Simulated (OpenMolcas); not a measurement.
CH$_{3}$FSn: energy and gradient calculation (part 1 of 2)

CH$_{3}$FSn, computed with HF/STO-3G, RHF (OpenMolcas 26.06).

The geometry comes from this level: PBE0-D4/def2-TZVP.

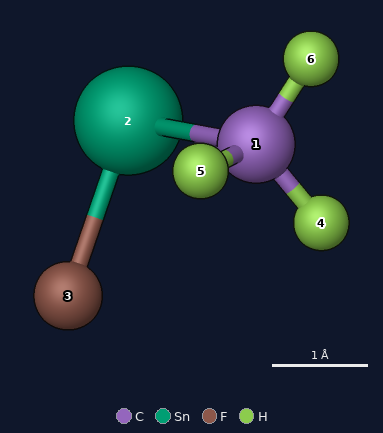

**Figure 1.** The input geometry (ball-and-stick view, seen at a tilt; atoms are numbered from 1 in the order of the input). Sticks mark near contacts. Bond lengths as drawn: C–H 1.09 Å, C–Sn 2.18 Å and F–Sn 1.95 Å.

The input
```
* CH3FSn Hartree-Fock

&GATEWAY
  BasLib
  $CurrDir
  Coord
  6
  bohr
  C     -0.73661524     0.79595264    -0.53460352
  Sn     0.48584859    -1.17257506     2.86028946
  F      3.06437988    -3.08800146     1.04709725
  H     -1.29427342    -0.60055496    -1.95378784
  H      0.86568354     1.85079777    -1.30750151
  H     -2.30546587     2.09324963    -0.19879919
  Basis
  STO-3G
  Group
  NoSym

&SEWARD

&SCF
  Thresholds
  1e-10 1e-07 1e-07 1e-05
  PrOrbitals
  1 2

&ALASKA
```

Machine: 1 thread of Arm Neoverse V1, 24 GiB of memory available, shared host.

Run as:
```bash
export MOLCAS_MEM=1860
pymolcas run.inp > run.log
```

What the program printed
```
--- Start Module: gateway ---

                                              &GATEWAY

                       available to each process: 1.9 GB of memory, 1 thread

 Basis Set     1 Label: C.STO-3G
 Basis set is read from library:.
 basistype.tbl is not found

 Basis Set     2 Label: SN.STO-3G
 Basis set is read from library:.
 basistype.tbl is not found

 Basis Set     3 Label: F.STO-3G
 Basis set is read from library:.
 basistype.tbl is not found

 Basis Set     4 Label: H.STO-3G
 Basis set is read from library:.
 basistype.tbl is not found

++    Symmetry information:
      ---------------------

                    Character Table for C1

                             E
                    a        1  x, y, xy, Rz, z, xz, Ry, yz, Rx, I
--

++    Basis set information:
      ----------------------

      Basis set label: C.STO-3G.........

      Electronic valence basis set:
      ------------------
      Associated Effective Charge   6.000000 au
      Associated Actual Charge      6.000000 au
      Nuclear Model: Point charge

      Shell  nPrim  nBasis  Cartesian Spherical Contaminant
         s       6       2        X
         p       3       1        X

      Basis set label: SN.STO-3G.........

      Electronic valence basis set:
      ------------------
      Associated Effective Charge  50.000000 au
      Associated Actual Charge     50.000000 au
      Nuclear Model: Point charge

      Shell  nPrim  nBasis  Cartesian Spherical Contaminant
         s      15       5        X
         p      12       4        X
         d       6       2                 X

      Basis set label: F.STO-3G.........

      Electronic valence basis set:
      ------------------
      Associated Effective Charge   9.000000 au
      Associated Actual Charge      9.000000 au
      Nuclear Model: Point charge

      Shell  nPrim  nBasis  Cartesian Spherical Contaminant
         s       6       2        X
         p       3       1        X

      Basis set label: H.STO-3G.........

      Electronic valence basis set:
      ------------------
      Associated Effective Charge   1.000000 au
      Associated Actual Charge      1.000000 au
      Nuclear Model: Point charge

      Shell  nPrim  nBasis  Cartesian Spherical Contaminant
         s       3       1        X
--

++    Molecular structure info:
      -------------------------

                    ************************************************
                    **** Cartesian Coordinates / bohr, angstrom ****
                    ************************************************

     Center  Label                x              y              z                     x              y              z
        1      C1              -0.736615       0.795953      -0.534604             -0.389800       0.421200      -0.282900
        2      SN2              0.485849      -1.172575       2.860289              0.257100      -0.620500       1.513600
        3      F3               3.064380      -3.088001       1.047097              1.621600      -1.634100       0.554100
        4      H4              -1.294273      -0.600555      -1.953788             -0.684900      -0.317800      -1.033900
        5      H5               0.865684       1.850798      -1.307502              0.458100       0.979400      -0.691900
        6      H6              -2.305466       2.093250      -0.198799             -1.220000       1.107700      -0.105200

                    ***************************************
                    *    InterNuclear Distances / bohr    *
                    ***************************************

               1 C1            2 SN2           3 F3            4 H4            5 H5            6 H6
    1 C1       0.000000
    2 SN2      4.110331        0.000000
    3 F3       5.659898        3.688543        0.000000
    4 H4       2.067680        5.164434        5.847269        0.000000
    5 H5       2.068195        5.162900        5.896621        3.330500        0.000000
    6 H6       2.063259        5.273999        7.565241        3.370323        3.368114        0.000000

                    *******************************************
                    *    InterNuclear Distances / angstrom    *
                    *******************************************

               1 C1            2 SN2           3 F3            4 H4            5 H5            6 H6
    1 C1       0.000000
    2 SN2      2.175093        0.000000
    3 F3       2.995089        1.951893        0.000000
    4 H4       1.094169        2.732901        3.094242        0.000000
    5 H5       1.094442        2.732089        3.120357        1.762425        0.000000
    6 H6       1.091829        2.790880        4.003353        1.783498        1.782329        0.000000

                    **************************************
                    *    Valence Bond Angles / degree    *
                    **************************************
                          Atom centers                 Phi
                      4 H4       1 C1       5 H5       107.27
                      4 H4       1 C1       6 H6       109.35
                      5 H5       1 C1       6 H6       109.22
--

            Nuclear Potential Energy            247.23348842 au

--- Stop Module: gateway /rc=_RC_ALL_IS_WELL_ ---

--- Start Module: seward ---

                                              &SEWARD

                       available to each process: 1.9 GB of memory, 1 thread

               SEWARD will generate:
                  Multipole Moment integrals up to order  2
                  Kinetic Energy integrals
                  Nuclear Attraction integrals (point charge)
                  One-Electron Hamiltonian integrals
                  Velocity integrals
                  Orbital angular momentum around (  0.6814  -1.2106   2.2930 )
                  Velocity quadrupole around (  0.6814  -1.2106   2.2930 )
                  Two-Electron Repulsion integrals

                   Integrals are discarded if absolute value <: 1.00E-14
                   Integral cutoff threshold is set to       <: 1.00E-16

            Nuclear Potential Energy            247.23348842 au

      Basis set specifications :
      Symmetry species         a
      Basis functions           40

--- Stop Module: seward /rc=_RC_ALL_IS_WELL_ ---

--- Start Module: scf ---

                                                &SCF

                       available to each process: 1.9 GB of memory, 1 thread

++    Input section:
      --------------

      Header of the integral files:

      Cartesian coordinates in angstrom:
      -----------------------------------------------------
      No.  Label        X            Y            Z
      -----------------------------------------------------
       1   C1        -0.38980000   0.42120000  -0.28290000
       2   SN2        0.25710000  -0.62050000   1.51360000
       3   F3         1.62160000  -1.63410000   0.55410000
       4   H4        -0.68490000  -0.31780000  -1.03390000
       5   H5         0.45810000   0.97940000  -0.69190000
       6   H6        -1.22000000   1.10770000  -0.10520000
      -----------------------------------------------------
      Nuclear repulsion energy =  247.23348842
--

++    Orbital specifications:
      -----------------------

      Symmetry species               1
                                     a
      Frozen orbitals                0
      Occupied orbitals             34
      Secondary orbitals             6
      Deleted orbitals               0
      Total number of orbitals      40
      Number of basis functions     40
--

      Molecular charge                           0.000

++    Optimization specifications:
      ----------------------------

      SCF Algorithm: Conventional
      Minimized density differences are used
      Number of density matrices in core                 5
      Maximum number of NDDO SCF iterations            400
      Maximum number of HF SCF iterations              400
      Threshold for SCF energy change             1.00E-10
      Threshold for density matrix                1.00E-07
      Threshold for Fock matrix                   1.00E-07
      Threshold for linear dependence             1.00E-09
      Threshold at which DIIS is turned on        1.50E-01
      Maximum depth in the DIIS procedure                5
      Maximum depth in the BFGS Hessian update          30
      Threshold at which QNR/C2DIIS is turned on  7.50E-02
      Threshold for Norm(delta) (QNR/C2DIIS)      1.00E-05
      All orbitals punched on: SCFORB
--

      Input vectors read from INPORB
      Orbital file label: *Guess orbitals

++ Convergence information
                                   SCF        iterations: Energy and convergence statistics

Iter     Tot. SCF        One-elec.       Two-elec.     Energy      Max Dij or  Max Fij      DNorm      TNorm      AccCon     Time
         Energy          Energy          Energy        Change      Delta Norm                                                in Sec.

 The total and one-electron energies are shifted by a value of      6000. a.u.

   1  -100.194704736 -2934.994634120  2587.566440964   0.00E+00    6.20E-01*   1.77E-01*    1.61E+01   5.76E+02   None         0.
   2  -100.418027903 -2935.208333894  2587.556817571  -2.23E-01*   2.75E-01*   9.69E-02*    2.52E+00   5.76E+02   EDIIS        0.
   3  -100.454353865 -2934.515560619  2586.827718334  -3.63E-02*   6.38E-02*   2.47E-02*    5.76E-01   5.76E+02   EDIIS        0.
   4  -100.460700014 -2934.834000275  2587.139811842  -6.35E-03*   4.15E-02*   1.33E-02*    1.86E-01   5.76E+02   c2DIIS       0.
   5  -100.461814699 -2934.761641370  2587.066338251  -1.11E-03*   1.15E-02*   3.84E-03*    3.10E-02   5.76E+02   QNRc2DIIS    0.
   6  -100.462073780 -2934.789032837  2587.093470637  -2.59E-04*   1.54E-02*   3.10E-03*    9.07E-03   5.76E+02   QNRc2DIIS    0.
   7  -100.462189286 -2934.797520761  2587.101843055  -1.16E-04*   8.74E-04*   3.45E-04*    2.28E-03   5.76E+02   QNRc2DIIS    0.
   8  -100.462190385 -2934.797509204  2587.101830400  -1.10E-06*   2.98E-04*   8.29E-05*    9.07E-04   5.76E+02   QNRc2DIIS    0.
   9  -100.462190491 -2934.796256702  2587.100577791  -1.06E-07*   5.03E-05*   1.54E-05*    1.89E-04   5.76E+02   QNRc2DIIS    0.
  10  -100.462190494 -2934.796101123  2587.100422209  -2.98E-09*   1.28E-05*   4.13E-06*    8.21E-05   5.76E+02   QNRc2DIIS    0.
  11  -100.462190494 -2934.796053777  2587.100374863  -2.49E-10*   7.31E-06    2.00E-06*    2.16E-05   5.76E+02   QNRc2DIIS    0.
  12  -100.462190494 -2934.796047576  2587.100368662  -4.91E-11    9.81E-07    3.13E-07*    2.20E-03   5.76E+02   QNRc2DIIS    0.
  13  -100.462190494 -2934.796052610  2587.100373696   3.64E-12*   2.92E-07    7.30E-08     8.45E-04   5.76E+02   QNRc2DIIS    0.
  14  -100.462190494 -2934.796054180  2587.100375265  -4.55E-12    1.79E-08    6.19E-09     4.18E-02   5.76E+02   QNRc2DIIS    0.

       Convergence after  14 Iterations
--
```
